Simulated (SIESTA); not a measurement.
Band structure of HfZrW₄ (F-43m, 6 atoms in the cell).

```
HfZrW4
1.0
    0.00000     3.74105     3.74105
    3.74105     0.00000     3.74105
    3.74105     3.74105     0.00000
Zr Hf W
1 1 4
Cartesian
  0.00000   0.00000   0.00000
  5.61157   5.61157   5.61157
  2.80601   2.80601   2.80601
  2.80601   4.67609   4.67609
  4.67609   4.67609   2.80601
  4.67609   2.80601   4.67609
```

Computed with GGA PBEsol, numerical atomic orbitals DZP, PseudoDojo PBEsol standard norm-conserving potentials (rewritten from UPF to PSML) run with SIESTA.

Settings: XC.functional = GGA; XC.authors = PBEsol; potentials = PseudoDojo PBEsol standard; PAO.BasisSize = DZP; PAO.EnergyShift = 0.01 Ry; MeshCutoff = 300 Ry; kgrid.MonkhorstPack = 7 7 7; OccupationFunction = FD; ElectronicTemperature = 0.1 eV; MaxSCFIterations = 150; SCF.Mixer.Method = Broyden; SCF.Mixer.Weight = 0.1; SCF.Mixer.History = 8; SCF.DM.Tolerance = 1.0E-04.

The starting cell comes from a database of computed structures (which also holds hypothetical and non-ambient phases and stackings), without a prior relaxation at this level. Its lattice was rescaled by a random factor within 2.5 % of one. Spin-orbit coupling is off. Spin polarisation is off. Values carry the incompleteness of an atom-centred basis.

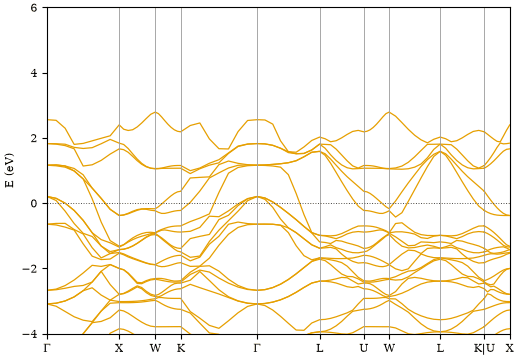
*Bands along the path, energies from the Fermi level.*

Levels in eV from the Fermi level, bands 37 to 42:
```csv
point,37,38,39,40,41,42
Γ,0.20,0.20,0.20,1.16,1.16,1.16
X,-1.42,-1.42,-1.35,-1.32,-0.38,-0.38
W,-0.96,-0.92,-0.91,-0.91,-0.23,-0.17
K,-1.49,-1.39,-0.89,-0.70,-0.22,0.36
L,-1.38,-1.19,-0.99,-0.99,1.59,1.59
U,-1.49,-1.39,-0.89,-0.70,-0.22,0.36
```

Bands cross the Fermi level along this path, so the cell is metallic at this level.

Higher empty bands are left out: an atom-centred basis made for the valence describes them poorly.
